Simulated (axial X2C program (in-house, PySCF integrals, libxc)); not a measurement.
# FCoF⁺: bond lengths and stretches, held linear

How do method and spin–orbit coupling move the bonds and stretches of FCoF⁺, held linear?

The runs use an in-house X2C program for linear molecules on PySCF integrals; all-electron X2C, two-component (2c) or spin-free, F dyall-av3z, Co dyall-v3z.

All values are calculated.

2 further runs of the same task are left out: 2 set aside as unsound or not needed.

## Step 1: Input

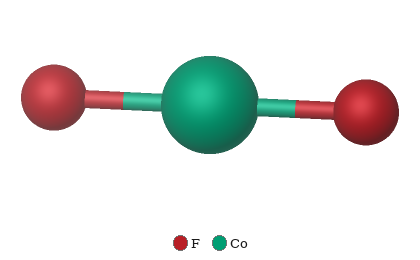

The atoms on one line, bonds 1.750 and 1.750 Å (fluorine red, cobalt teal).

Contents of task.json:

```json
{"zs": [9, 27, 9], "q": 1, "bas": ["dyall-av3z", "dyall-v3z", "dyall-av3z"], "r0": [1.75, 1.75], "symm": 1, "scan": ["PBE0", "HF", "LDA"], "levels": ["PBE0", "HF", "B3LYP"], "nst": 2}
```

Keys: zs atomic numbers; q charge; bas basis sets; r0 starting distance in Å; symm equal bonds; scan levels of the two-bond scan (MP2 follows by itself at each HF point); levels methods; nst determinants followed.

On the command line:

```
python solin.py task.json out
```

Masses F 18.998, Co 58.933, F 18.998 u.

## Step 2: Scan at PBE0, 2c

State: Ω = 4 (beyond evenly filled blocks: ω = 3/2, ω = 5/2). Energies above the lowest point, from the job's result record:

| r(F–Co) (Å) | r(Co–F) (Å) | E (meV) |
| --- | --- | --- |
| 1.6136 | 1.6136 | 74.01 |
| 1.6136 | 1.6550 | 36.16 |
| 1.6136 | 1.6964 | 63.58 |
| 1.6550 | 1.6136 | 36.16 |
| 1.6550 | 1.6550 | 0.00 |
| 1.6550 | 1.6964 | 28.78 |
| 1.6550 | 1.7378 | 108.62 |
| 1.6964 | 1.6136 | 63.58 |
| 1.6964 | 1.6550 | 28.78 |
| 1.6964 | 1.6964 | 58.62 |
| 1.7378 | 1.6550 | 108.62 |
| 1.7378 | 1.7378 | 220.50 |

A quadratic surface with cubic terms in each bond gives the minimum at 1.656 and 1.656 Å, force constants 6.02, 6.02 and coupling 0.10 mdyn/Å.

## Step 3: Scan at HF, 2c

State: Ω = 4 (beyond evenly filled blocks: ω = 3/2, ω = 5/2). Energies above the lowest point, from the job's result record:

| r(F–Co) (Å) | r(Co–F) (Å) | E (meV) |
| --- | --- | --- |
| 1.6136 | 1.6136 | 90.85 |
| 1.6136 | 1.6550 | 43.30 |
| 1.6136 | 1.6964 | 69.96 |
| 1.6550 | 1.6136 | 43.30 |
| 1.6550 | 1.6550 | 0.00 |
| 1.6550 | 1.6964 | 30.62 |
| 1.6550 | 1.7378 | 120.28 |
| 1.6964 | 1.6136 | 69.96 |
| 1.6964 | 1.6550 | 30.62 |
| 1.6964 | 1.6964 | 64.95 |
| 1.7378 | 1.6550 | 120.28 |
| 1.7378 | 1.7378 | 254.45 |

A quadratic surface with cubic terms in each bond gives the minimum at 1.657 and 1.657 Å, force constants 6.82, 6.82 and coupling 0.35 mdyn/Å.

## Step 4: Scan at LDA, 2c

State: Ω = 4 (beyond evenly filled blocks: ω = 3/2, ω = 5/2). Energies above the lowest point, from the job's result record:

| r(F–Co) (Å) | r(Co–F) (Å) | E (meV) |
| --- | --- | --- |
| 1.6136 | 1.6136 | 55.92 |
| 1.6136 | 1.6550 | 27.47 |
| 1.6136 | 1.6964 | 59.24 |
| 1.6550 | 1.6136 | 27.47 |
| 1.6550 | 1.6550 | 0.00 |
| 1.6550 | 1.6964 | 32.44 |
| 1.6550 | 1.7378 | 111.31 |
| 1.6964 | 1.6136 | 59.24 |
| 1.6964 | 1.6550 | 32.44 |
| 1.6964 | 1.6964 | 65.29 |
| 1.7378 | 1.6550 | 111.31 |
| 1.7378 | 1.7378 | 223.46 |

A quadratic surface with cubic terms in each bond gives the minimum at 1.652 and 1.652 Å, force constants 5.68, 5.68 and coupling 0.04 mdyn/Å.

## Step 5: The levels side by side

| level | r(F–Co) (Å) | r(Co–F) (Å) | lower stretch (cm⁻¹) | upper stretch (cm⁻¹) |
| --- | --- | --- | --- | --- |
| PBE0, 2c | 1.656 | 1.656 | 739.7 | 932.9 |
| HF, 2c | 1.657 | 1.657 | 800.3 | 975.6 |
| LDA, 2c | 1.652 | 1.652 | 715.0 | 910.4 |
| MP2, 2c | 1.651 | 1.651 | 772.8 | 942.3 |
| PBE0, spin-free | 1.656 | 1.656 | 739.9 | 933.4 |
| HF, spin-free | 1.657 | 1.657 | 800.4 | 975.8 |
| LDA, spin-free | 1.652 | 1.652 | 715.1 | 910.8 |
| MP2, spin-free | 1.650 | 1.650 | 772.9 | 942.7 |

Scans not shown above were run alike.

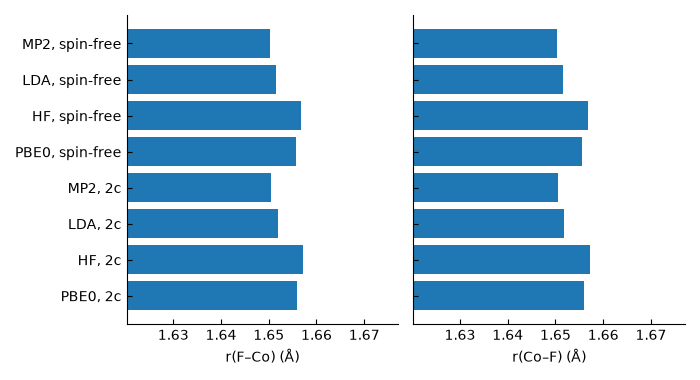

The two bond lengths by level.

What this shows: Over the levels the F–Co bond spans 1.650 to 1.657 Å and the Co–F bond 1.650 to 1.657 Å. At PBE0 spin–orbit coupling leaves both bonds unchanged to 0.001 Å. Each state is one determinant, the lowest of a limited PBE0 search; the stretches come from a fit to few points and are good to some per cent at best. The stretches are sorted by size, and where the two bonds are alike the symmetric and antisymmetric modes can swap order between levels. MP2 freezes inner shells (threshold -2 hartree). The molecule was held linear; bending was not examined, so a bent shape may lie lower. Open-shell Ω = 0 determinants with evenly filled partner blocks cannot be reached by this program, so the Ω shown need not be the lowest component. Note: functional without a current term on a determinant with orbital currents, of the molecule or an atom. Note: several unpaired electrons, one determinant need not be a pure state.
